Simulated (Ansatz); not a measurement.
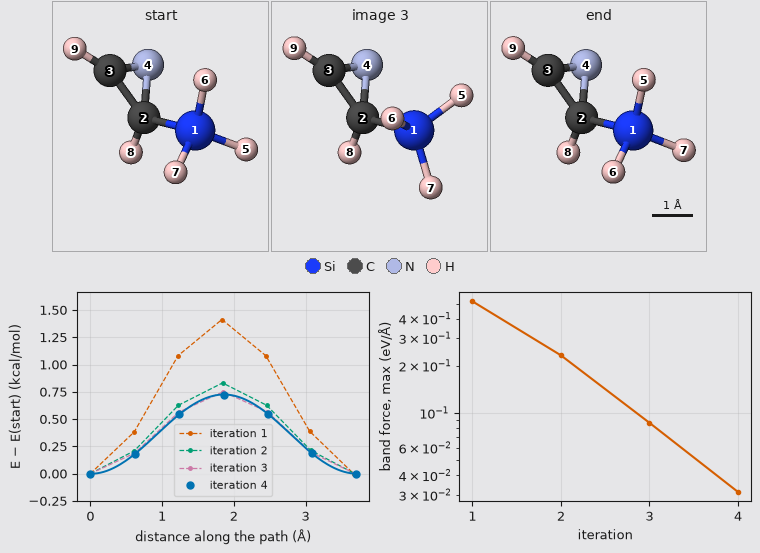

A search for the minimum-energy path of C2H5NSi by the nudged elastic band. Images are numbered from 0 (start) to 6 (end). The plot follows the band through its iterations. Style: ball-and-stick. Shown from a free direction.

Computed with Ansatz, RKS PBE-D4/def2-SVP. Set-up: 5 movable images; climbing image; force threshold 0.05 eV/Å; iteration limit 60; starting path by image-dependent pair potential.

Question: Did the band converge, and can the barrier be trusted?

Answer: The result is final at these settings. The band converged in 4 iterations. The largest component of the band force went from 0.52 to 0.031 eV/Å. The climbing image converged on the top of the path. Its vibrational analysis gives one imaginary mode (91i cm⁻¹), as a transition state must have. The first iteration put the highest image at 1.41 kcal/mol. The two ends have the same energy, and the highest point, image 3, lies 0.73 kcal/mol above the start.

Cost: 62 s on 1 thread of Arm Neoverse V1 (shared host), peak memory 0.15 GiB.
